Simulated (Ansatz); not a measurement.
# BP₂H₃: single points with varied inputs

Aim: run BP₂H₃ under a spread of inputs, and see what each costs and gives.

Computed with Ansatz 0.2.0, Gaussian basis. Level: the settings change from run to run.

1 further run of the same task is left out (it didn't finish).

### Step 1. The geometry

The structure was relaxed beforehand with PBE0-D4 in a triple-zeta def2 set.

6 atoms, charge 0, spin multiplicity 1.

Atoms are counted from 1 here; the program's logs count them from 0.

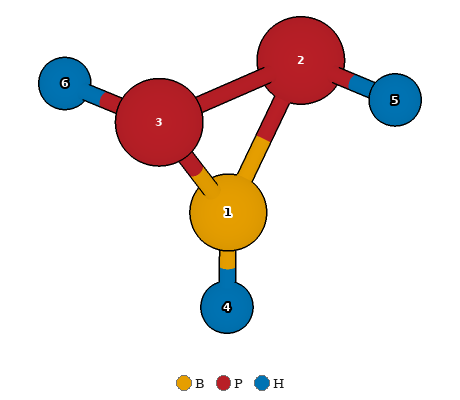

The structure; boron amber, phosphorus red, hydrogen blue; atoms are numbered from 1 in the order of the file.

### Step 2. r2SCAN/def2-TZVPP

Set apart from the defaults: atoms shaken by 0.08 Å, D3(BJ) with three-body dispersion.

in.yaml reads:

```yaml
crystal:
  periodic: [false, false, false]
  atoms:
    - {symbol: B, position_ang: [-0.871197, -0.283785, -0.494456]}
    - {symbol: P, position_ang: [0.597407, 0.829946, -0.554670]}
    - {symbol: P, position_ang: [0.509771, -0.326686, 1.153066]}
    - {symbol: H, position_ang: [-1.489980, -0.944837, -0.869903]}
    - {symbol: H, position_ang: [1.382190, 0.024041, -1.409091]}
    - {symbol: H, position_ang: [-0.409371, 0.541933, 1.825496]}
basis:
  gaussian: {orbitals: def2-TZVPP}
hamiltonian: {xc: {name: r2SCAN}, dispersion: d3bjatm}
output: {forces: true}
```

Launch:

```
> ansatz run in.yaml --threads 2 --pin off --events-out ev --progress --plain --max-ram 4352MiB
```

The log of the run:

```text
Functional definition: r2SCAN
  name "r2SCAN"
  cite "Furness, Kaplan, Ning, Perdew & Sun, J. Phys. Chem. Lett. 11, 8208 (2020) doi:10.1021/acs.jpclett.0c02405"
  cite "Furness, Kaplan, Ning, Perdew & Sun, J. Phys. Chem. Lett. 11, 9248 (2020) doi:10.1021/acs.jpclett.0c03077"
  parent r2scan
  parameter k0 = 0.174
  parameter k1 = 0.065
  parameter a1 = 4.9479
  exchange = r2scan_x(k0 = k0, k1 = k1, a1 = a1)
  correlation = r2scan_c
920 factors; their error is unknown
mean field evaluation 1: about -19295.5074 eV, gradient 3.3e1 eV
mean field evaluation 2: about -19289.2150 eV, gradient 5.3e1 eV
mean field evaluation 4: about -19298.9175 eV, gradient 5.1e0 eV
mean field evaluation 8: about -19298.9966 eV, gradient 1.7e-1 eV
mean field evaluation 16: about -19298.9695 eV, gradient 4.4e-4 eV
mean field -19298.96947203 eV, -709.2240467857 hartree, gradient 1.6e-5 eV, S^2 0.000000; 0 other end points of the search recorded, 0 dependent functions left out
the calculation of the forces begins
reference -19298.96948315 eV, -709.2240471945 hartree; 19, 19 occupied and 138, 138 virtual orbitals, 920 factors
Total energy: -19299.00669138 eV, -709.2254145718 hartree
Atom 0 at    -0.871197    -0.283785    -0.494456 Å, force     7.869736     4.726003     4.465806 eV/Å
Atom 1 at     0.597407     0.829946    -0.554670 Å, force    -0.357399     2.469660    -2.205004 eV/Å
Atom 2 at     0.509771    -0.326686     1.153066 Å, force    -1.967085    -1.871227     1.020189 eV/Å
Atom 3 at    -1.489980    -0.944837    -0.869903 Å, force    -5.969123    -5.366777    -3.214127 eV/Å
Atom 4 at     1.382190     0.024041    -1.409091 Å, force    -0.012660    -0.220183    -0.046011 eV/Å
Atom 5 at    -0.409371     0.541933     1.825496 Å, force     0.436532     0.262524    -0.020853 eV/Å
Dipole moment:    -0.132617     0.001922    -0.147505 e Å
```

It took 3.6 s on 2 threads of Arm Neoverse V1, shared host.

Largest force 10.208 eV/Å, dipole 0.95 D.

### Step 3. SPW92/def2-mTZVP

Options: coordinates scaled by 1.25, the search for lower states set to off.

in.yaml reads:

```yaml
crystal:
  periodic: [false, false, false]
  atoms:
    - {symbol: B, position_ang: [-0.804797, -0.439017, -0.440075]}
    - {symbol: P, position_ang: [0.867686, 1.193245, -0.753851]}
    - {symbol: P, position_ang: [0.561314, -0.481414, 1.481296]}
    - {symbol: H, position_ang: [-1.992419, -1.060196, -1.068268]}
    - {symbol: H, position_ang: [1.917439, 0.023535, -1.592522]}
    - {symbol: H, position_ang: [-0.496725, 0.683847, 2.315797]}
basis:
  gaussian: {orbitals: def2-mTZVP}
hamiltonian: {xc: {name: SPW92}}
scf: {lower_state_search: off}
output: {forces: true}
```

Same command.

The log of the run, cut to the lines that bear on the results:

```text
Functional definition: SPW92
  name "SPW92"
  cite "Dirac, Proc. Camb. Phil. Soc. 26, 376 (1930) doi:10.1017/S0305004100016108"
  cite "Slater, Phys. Rev. 81, 385 (1951) doi:10.1103/PhysRev.81.385"
  cite "Perdew & Wang, Phys. Rev. B 45, 13244 (1992) doi:10.1103/PhysRevB.45.13244"
[...]
748 factors; their error is unknown
[...]
mean field -19220.47024635 eV, -706.3392534506 hartree, gradient 3.4e-6 eV, S^2 0.000000; 0 other end points of the search recorded, 0 dependent functions left out
[...]
reference -19220.47028564 eV, -706.3392548946 hartree; 19, 19 occupied and 53, 53 virtual orbitals, 748 factors
Total energy: -19220.47028564 eV, -706.3392548946 hartree
Atom 0 at    -0.804797    -0.439017    -0.440075 Å, force     0.972768     0.509098     0.514886 eV/Å
Atom 1 at     0.867686     1.193245    -0.753851 Å, force    -0.551916    -4.506187     0.284260 eV/Å
Atom 2 at     0.561314    -0.481414     1.481296 Å, force    -3.001314     2.647221    -2.163791 eV/Å
Atom 3 at    -1.992419    -1.060196    -1.068268 Å, force     2.712076     1.418559     1.434563 eV/Å
Atom 4 at     1.917439     0.023535    -1.592522 Å, force    -1.770382     1.735138     1.435344 eV/Å
Atom 5 at    -0.496725     0.683847     2.315797 Å, force     1.638768    -1.803829    -1.505263 eV/Å
Dipole moment:    -0.177171    -0.092728    -0.093733 e Å
Checks for a lower state left out: stability, starts, cluster_reference, orbital_swaps, neighbouring_geometries, increment
```

Run time: 0.5 s. Hardware: 2 threads of Arm Neoverse V1, shared host.

Largest force 4.549 eV/Å, dipole 1.06 D.

### Step 4. BHLYP/6-31++G**

This run has high accuracy.

in.yaml reads:

```yaml
crystal:
  periodic: [false, false, false]
  atoms:
    - {symbol: B, position_ang: [-0.643837, -0.351214, -0.352060]}
    - {symbol: P, position_ang: [0.694149, 0.954596, -0.603081]}
    - {symbol: P, position_ang: [0.449051, -0.385131, 1.185037]}
    - {symbol: H, position_ang: [-1.593935, -0.848156, -0.854615]}
    - {symbol: H, position_ang: [1.533951, 0.018828, -1.274018]}
    - {symbol: H, position_ang: [-0.397380, 0.547078, 1.852637]}
basis:
  gaussian: {orbitals: "6-31++G**"}
hamiltonian: {xc: {name: BHLYP}}
accuracy: high
output: {forces: true}
```

Launched as before.

The log of the run, cut to the lines that bear on the results:

```text
Functional definition: BHLYP
  name "BHLYP"
  cite "Becke, J. Chem. Phys. 98, 1372 (1993) doi:10.1063/1.464304"
  cite "Becke, Phys. Rev. A 38, 3098 (1988) doi:10.1103/PhysRevA.38.3098"
  cite "Lee, Yang & Parr, Phys. Rev. B 37, 785 (1988) doi:10.1103/PhysRevB.37.785"
[...]
1684 factors; integrals over basis functions are off by at most 4.1e-9 eV
[...]
mean field -19300.03655605 eV, -709.2632614003 hartree, gradient 3.4e-8 eV, S^2 0.000000; 0 other end points of the search recorded, 0 dependent functions left out
[...]
reference -19300.03658334 eV, -709.2632624033 hartree; 19, 19 occupied and 64, 64 virtual orbitals, 1684 factors
Total energy: -19300.03658334 eV, -709.2632624033 hartree
Atom 0 at    -0.643837    -0.351214    -0.352060 Å, force    -0.351043    -0.184053    -0.186225 eV/Å
Atom 1 at     0.694149     0.954596    -0.603081 Å, force     0.249165    -0.066997    -0.263391 eV/Å
Atom 2 at     0.449051    -0.385131     1.185037 Å, force    -0.153728     0.117580     0.314557 eV/Å
Atom 3 at    -1.593935    -0.848156    -0.854615 Å, force     0.214949     0.112456     0.113733 eV/Å
Atom 4 at     1.533951     0.018828    -1.274018 Å, force    -0.099803     0.194584     0.055020 eV/Å
Atom 5 at    -0.397380     0.547078     1.852637 Å, force     0.140461    -0.173570    -0.033694 eV/Å
Dipole moment:    -0.151953    -0.079574    -0.080394 e Å
```

It took 5.5 s on 2 threads of Arm Neoverse V1, shared host.

Largest force 0.438 eV/Å, dipole 0.91 D.

### Step 5. wB97X-V/pcseg-2

This run has charge +1, multiplicity 2, atoms shaken by 0.15 Å, high accuracy, the search for lower states set to full.

in.yaml reads:

```yaml
crystal:
  periodic: [false, false, false]
  atoms:
    - {symbol: B, position_ang: [-0.581841, -0.371242, -0.239824]}
    - {symbol: P, position_ang: [0.440665, 0.981559, -0.561168]}
    - {symbol: P, position_ang: [0.520150, -0.303073, 1.171527]}
    - {symbol: H, position_ang: [-1.502161, -0.876133, -1.129687]}
    - {symbol: H, position_ang: [1.437726, -0.201962, -1.232008]}
    - {symbol: H, position_ang: [-0.533795, 0.323144, 1.855506]}
basis:
  gaussian: {orbitals: pcseg-2}
total_charge: 1
magnetization: {spin_polarized: true, initial_magnetization: 1}
hamiltonian: {xc: {name: wB97X-V}}
accuracy: high
scf: {lower_state_search: full}
output: {forces: true}
```

The command is unchanged.

The log of the run, cut to the lines that bear on the results:

```text
Functional definition: wB97X-V
  name "wB97X-V"
  cite "Mardirossian & Head-Gordon, Phys. Chem. Chem. Phys. 16, 9904 (2014) doi:10.1039/C3CP54374A"
  cite "Becke, J. Chem. Phys. 107, 8554 (1997) doi:10.1063/1.475007"
  cite "Vydrov & Van Voorhis, J. Chem. Phys. 133, 244103 (2010) doi:10.1063/1.3521275"
[...]
      + integral(e_c_pw_opposite_spin*poly(b97_u_opposite, cos0, cos1)) + vv10(b, c)
2509 factors; integrals over basis functions are off by at most 3.7e-9 eV
373 factors; integrals over basis functions are off by at most 1.8e-9 eV
[...]
mean field -19288.45901410 eV, -708.8377945810 hartree, gradient 9.2e-8 eV, S^2 0.763341; 8 other end points of the search recorded, 0 dependent functions left out
[...]
reference -19288.45901392 eV, -708.8377945746 hartree; 19, 18 occupied and 121, 122 virtual orbitals, 2509 factors
Total energy: -19288.45901392 eV, -708.8377945746 hartree
Atom 0 at    -0.581841    -0.371242    -0.239824 Å, force    -4.644527    -5.915796    -2.287618 eV/Å
Atom 1 at     0.440665     0.981559    -0.561168 Å, force     5.372059     2.972849    -2.677276 eV/Å
Atom 2 at     0.520150    -0.303073     1.171527 Å, force    -0.384642    -0.211058     1.453391 eV/Å
Atom 3 at    -1.502161    -0.876133    -1.129687 Å, force     1.901223     1.049905     2.126747 eV/Å
Atom 4 at     1.437726    -0.201962    -1.232008 Å, force    -2.208940     1.998876     0.600382 eV/Å
Atom 5 at    -0.533795     0.323144     1.855506 Å, force    -0.035173     0.105223     0.784373 eV/Å
Dipole moment:    -0.114416    -0.169890    -0.050960 e Å
```

It took 4.1 min on 2 threads of Arm Neoverse V1, shared host; peak memory 1 GiB.

Largest force 7.861 eV/Å, ⟨S²⟩ 0.763.

### Step 6. HF/aug-cc-pVDZ

in.yaml reads:

```yaml
crystal:
  periodic: [false, false, false]
  atoms:
    - {symbol: B, position_ang: [-0.643837, -0.351214, -0.352060]}
    - {symbol: P, position_ang: [0.694149, 0.954596, -0.603081]}
    - {symbol: P, position_ang: [0.449051, -0.385131, 1.185037]}
    - {symbol: H, position_ang: [-1.593935, -0.848156, -0.854615]}
    - {symbol: H, position_ang: [1.533951, 0.018828, -1.274018]}
    - {symbol: H, position_ang: [-0.397380, 0.547078, 1.852637]}
basis:
  gaussian: {orbitals: aug-cc-pVDZ}
hamiltonian: {xc: {name: HF}}
```

Launched as before.

The log of the run:

```text
Functional definition: HF
  name "HF"
  cite "Fock, Z. Phys. 61, 126 (1930) doi:10.1007/BF01340294"
  parent pbe
  exchange = exact_x
  correlation = 0
1304 factors; their error is unknown
mean field evaluation 1: about -19260.4948 eV, gradient 1.4e1 eV
mean field evaluation 2: about -19261.5098 eV, gradient 4.6e0 eV
mean field evaluation 4: about -19261.6664 eV, gradient 5.2e-1 eV
mean field evaluation 8: about -19262.1632 eV, gradient 2.0e-1 eV
mean field -19262.16335632 eV, -707.8714469813 hartree, gradient 1.1e-5 eV, S^2 0.000000; 0 other end points of the search recorded, 0 dependent functions left out
reference -19262.16335632 eV, -707.8714469813 hartree; 19, 19 occupied and 85, 85 virtual orbitals, 1304 factors
Total energy: -19262.16335632 eV, -707.8714469813 hartree
```

Run time: 0.5 s. Hardware: 2 threads of Arm Neoverse V1, shared host.

### Step 7. r2SCAN0/6-31G*

Options: D3(BJ) with three-body dispersion, high accuracy.

Changes to in.yaml since step 6:

```diff
@@ -10,3 +10,5 @@
 basis:
-  gaussian: {orbitals: aug-cc-pVDZ}
-hamiltonian: {xc: {name: HF}}
+  gaussian: {orbitals: "6-31G*"}
+hamiltonian: {xc: {name: r2SCAN0}, dispersion: d3bjatm}
+accuracy: high
+output: {forces: true}
```

The command is unchanged.

The log of the run, cut to the lines that bear on the results:

```text
Functional definition: r2SCAN0
  name "r2SCAN0"
  cite "Bursch, Neugebauer, Ehlert & Grimme, J. Chem. Phys. 156, 134105 (2022) doi:10.1063/5.0086040"
  cite "Furness, Kaplan, Ning, Perdew & Sun, J. Phys. Chem. Lett. 11, 8208 (2020) doi:10.1021/acs.jpclett.0c02405"
  cite "Furness, Kaplan, Ning, Perdew & Sun, J. Phys. Chem. Lett. 11, 9248 (2020) doi:10.1021/acs.jpclett.0c03077"
  parent r2scan
[...]
1265 factors; integrals over basis functions are off by at most 4.0e-9 eV
[...]
mean field -19298.29208624 eV, -709.1991533172 hartree, gradient 7.1e-8 eV, S^2 0.000000; 0 other end points of the search recorded, 0 dependent functions left out
[...]
reference -19298.29208667 eV, -709.1991533331 hartree; 19, 19 occupied and 40, 40 virtual orbitals, 1265 factors
Total energy: -19298.33697550 eV, -709.2008029672 hartree
Atom 0 at    -0.643837    -0.351214    -0.352060 Å, force    -0.109515    -0.057683    -0.058438 eV/Å
Atom 1 at     0.694149     0.954596    -0.603081 Å, force     0.129201    -0.031514    -0.141146 eV/Å
Atom 2 at     0.449051    -0.385131     1.185037 Å, force    -0.080944     0.057406     0.167336 eV/Å
Atom 3 at    -1.593935    -0.848156    -0.854615 Å, force     0.041486     0.021730     0.021974 eV/Å
Atom 4 at     1.533951     0.018828    -1.274018 Å, force    -0.035217     0.095685     0.000165 eV/Å
Atom 5 at    -0.397380     0.547078     1.852637 Å, force     0.054989    -0.085624     0.010108 eV/Å
Dipole moment:    -0.154670    -0.081000    -0.081832 e Å
```

It took 5.5 s on 2 threads of Arm Neoverse V1, shared host.

Largest force 0.195 eV/Å, dipole 0.93 D.

### Step 8. LC-wPBE/def2-SVP

This run has the search for lower states set to off.

Changes to in.yaml since step 7:

```diff
@@ -10,5 +10,5 @@
 basis:
-  gaussian: {orbitals: "6-31G*"}
-hamiltonian: {xc: {name: r2SCAN0}, dispersion: d3bjatm}
-accuracy: high
+  gaussian: {orbitals: def2-SVP}
+hamiltonian: {xc: {name: LC-wPBE}}
+scf: {lower_state_search: off}
 output: {forces: true}
```

The command is unchanged.

The log of the run, cut to the lines that bear on the results:

```text
Functional definition: LC-wPBE
  name "LC-wPBE"
  cite "Vydrov & Scuseria, J. Chem. Phys. 125, 234109 (2006) doi:10.1063/1.2409292"
  cite "Heyd & Scuseria, J. Chem. Phys. 120, 7274 (2004) doi:10.1063/1.1668634"
  cite "Ernzerhof & Perdew, J. Chem. Phys. 109, 3313 (1998) doi:10.1063/1.476928"
  cite "Perdew, Burke & Ernzerhof, Phys. Rev. Lett. 77, 3865 (1996) doi:10.1103/PhysRevLett.77.3865"
  parent pbe
[...]
742 factors; their error is unknown
253 factors; integrals over basis functions are off by at most 1.8e-5 eV
[...]
mean field -19288.61192833 eV, -708.8434140754 hartree, gradient 8.1e-6 eV, S^2 0.000000; 0 other end points of the search recorded, 0 dependent functions left out
[...]
reference -19288.61192834 eV, -708.8434140756 hartree; 19, 19 occupied and 46, 46 virtual orbitals, 742 factors
Total energy: -19288.61192834 eV, -708.8434140756 hartree
Atom 0 at    -0.643837    -0.351214    -0.352060 Å, force     0.359805     0.187837     0.189899 eV/Å
Atom 1 at     0.694149     0.954596    -0.603081 Å, force    -0.053635    -0.203960     0.153851 eV/Å
Atom 2 at     0.449051    -0.385131     1.185037 Å, force    -0.048677     0.151083    -0.207376 eV/Å
Atom 3 at    -1.593935    -0.848156    -0.854615 Å, force    -0.268180    -0.140247    -0.141827 eV/Å
Atom 4 at     1.533951     0.018828    -1.274018 Å, force     0.005089     0.023312    -0.017727 eV/Å
Atom 5 at    -0.397380     0.547078     1.852637 Å, force     0.005598    -0.018025     0.023180 eV/Å
Dipole moment:    -0.147233    -0.077092    -0.077889 e Å
Checks for a lower state left out: stability, starts, cluster_reference, orbital_swaps, neighbouring_geometries, increment
```

It took 0.75 s on 2 threads of Arm Neoverse V1, shared host.

Largest force 0.448 eV/Å, dipole 0.88 D.

### Step 9. BHLYP/aug-pcseg-2

Set apart from the defaults: charge -1, multiplicity 2, D3(BJ) with three-body dispersion, high accuracy, the search for lower states set to off.

Changes to in.yaml since step 8:

```diff
@@ -10,5 +10,7 @@
 basis:
-  gaussian: {orbitals: def2-SVP}
-hamiltonian: {xc: {name: LC-wPBE}}
+  gaussian: {orbitals: aug-pcseg-2}
+total_charge: -1
+magnetization: {spin_polarized: true, initial_magnetization: 1}
+hamiltonian: {xc: {name: BHLYP}, dispersion: d3bjatm}
+accuracy: high
 scf: {lower_state_search: off}
-output: {forces: true}
```

Launched as before.

The log of the run, cut to the lines that bear on the results:

```text
Functional definition: BHLYP
  name "BHLYP"
  cite "Becke, J. Chem. Phys. 98, 1372 (1993) doi:10.1063/1.464304"
  cite "Becke, Phys. Rev. A 38, 3098 (1988) doi:10.1103/PhysRevA.38.3098"
  cite "Lee, Yang & Parr, Phys. Rev. B 37, 785 (1988) doi:10.1103/PhysRevB.37.785"
[...]
3317 factors; integrals over basis functions are off by at most 3.3e-9 eV
[...]
mean field -19302.40100898 eV, -709.3501534427 hartree, gradient 5.6e-8 eV, S^2 0.756973; 0 other end points of the search recorded, 0 dependent functions left out
reference -19302.40103293 eV, -709.3501543228 hartree; 20, 19 occupied and 195, 196 virtual orbitals, 3317 factors
Total energy: -19302.63882626 eV, -709.3588930666 hartree
Checks for a lower state left out: stability, starts, cluster_reference, orbital_swaps, neighbouring_geometries, increment
```

It took 24 s on 2 threads of Arm Neoverse V1, shared host; peak memory 1.2 GiB.

⟨S²⟩ 0.757.

### Step 10. BLYP/6-31G

Options: density fitting with cc-pVTZ-jkfit, D4 dispersion.

Changes to in.yaml since step 9:

```diff
@@ -10,7 +10,3 @@
 basis:
-  gaussian: {orbitals: aug-pcseg-2}
-total_charge: -1
-magnetization: {spin_polarized: true, initial_magnetization: 1}
-hamiltonian: {xc: {name: BHLYP}, dispersion: d3bjatm}
-accuracy: high
-scf: {lower_state_search: off}
+  gaussian: {orbitals: 6-31G, fitting: {mean_field: cc-pVTZ-jkfit}}
+hamiltonian: {xc: {name: BLYP}, dispersion: d4}
```

The command is unchanged.

The log of the run:

```text
Functional definition: BLYP
  name "BLYP"
  cite "Becke, Phys. Rev. A 38, 3098 (1988) doi:10.1103/PhysRevA.38.3098"
  cite "Lee, Yang & Parr, Phys. Rev. B 37, 785 (1988) doi:10.1103/PhysRevB.37.785"
  parameter beta = 0.0042
  parameter a = 0.04918
  parameter b = 0.132
  parameter c = 0.2533
  parameter d = 0.349
  exchange = b88_x(beta = beta)
  correlation = lyp_c(a = a, b = b, c = c, d = d)
411 factors; integrals over basis functions are off by at most 3.1e-3 eV
mean field evaluation 1: about -19296.8289 eV, gradient 1.5e1 eV
mean field evaluation 2: about -19296.9002 eV, gradient 1.5e1 eV
mean field evaluation 4: about -19297.7458 eV, gradient 1.5e0 eV
mean field evaluation 8: about -19297.7540 eV, gradient 1.7e-3 eV
mean field -19297.75401552 eV, -709.1793795828 hartree, gradient 3.0e-5 eV, S^2 0.000000; 0 other end points of the search recorded, 0 dependent functions left out
reference -19297.75429813 eV, -709.1793899686 hartree; 19, 19 occupied and 22, 22 virtual orbitals, 411 factors
Total energy: -19298.07318501 eV, -709.1911088452 hartree
```

Wall time 0.4 s (2 threads of Arm Neoverse V1, shared host).

### Step 11. The runs in one table

| level | charge | multiplicity | geometry | functions | energy (eV) | time |
| --- | --- | --- | --- | --- | --- | --- |
| r2SCAN/def2-TZVPP | 0 | 1 | shaken | 157 | -19299.007 | 3.6 s |
| SPW92/def2-mTZVP | 0 | 1 | scaled | 72 | -19220.470 | 0.5 s |
| BHLYP/6-31++G** | 0 | 1 | relaxed | 83 | -19300.037 | 5.5 s |
| wB97X-V/pcseg-2 | 1 | 2 | shaken | 140 | -19288.459 | 4.1 min |
| HF/aug-cc-pVDZ | 0 | 1 | relaxed | 104 | -19262.163 | 0.5 s |
| r2SCAN0/6-31G* | 0 | 1 | relaxed | 59 | -19298.337 | 5.5 s |
| LC-wPBE/def2-SVP | 0 | 1 | relaxed | 65 | -19288.612 | 0.75 s |
| BHLYP/aug-pcseg-2 | -1 | 2 | relaxed | 215 | -19302.639 | 24 s |
| BLYP/6-31G | 0 | 1 | relaxed | 41 | -19298.073 | 0.4 s |

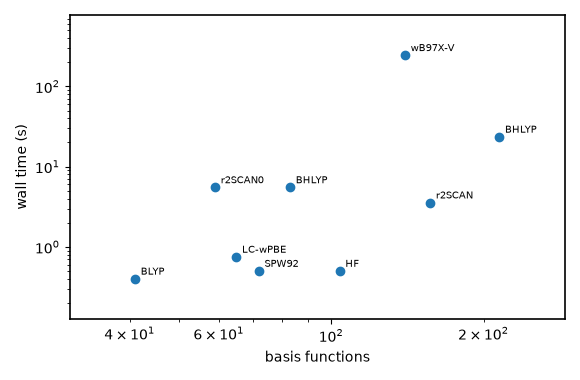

Wall time against the number of basis functions (shared host).

### Step 12. What came out

| quantity | value |
| --- | --- |
| runs | 9 |
| quickest | BLYP/6-31G, 0.4 s |
| slowest | wB97X-V/pcseg-2, 4.1 min |
| spread of total energies, same state and geometry | 37.9 eV |
| dipole, same state and geometry | 0.88 to 0.93 D |

What this shows: Run time spans a factor of 611, from BLYP/6-31G to wB97X-V/pcseg-2. The jobs differ in tasks and options as well as level. Total energies at one charge and spin differ by 38 eV between levels, so only differences within one level mean anything. At the PBE0-D4/def2-TZVP geometry and in the same state, runs without warnings or point charges leave forces up to 0.45 eV/Å (LC-wPBE/def2-SVP), against 10.2 eV/Å where the atoms were moved. At that geometry and state the dipole changes by 5 % between the lowest and highest value.
